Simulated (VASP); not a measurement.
Band structure of NiO (rock salt, AFM-II order). All values below come from PBE GGA, VASP's PBE PAW potentials (set 64) (plane waves; VASP).

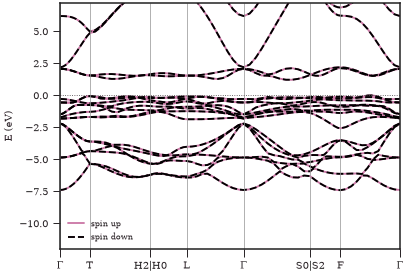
Figure: Bands along high-symmetry lines, zero at the valence-band maximum or, without a gap, the Fermi level

Question: Read the plot: is there a gap, and where are the band edges?

Answer: The gap is indirect, 1.22 eV, from the valence maximum at F-Γ at 0.55 to the conduction minimum at Γ-S0 at 0.73. (Edges off the drawn lines would not show.)

The compound is NiO in the rock salt, AFM-II order structure. It was relaxed first.
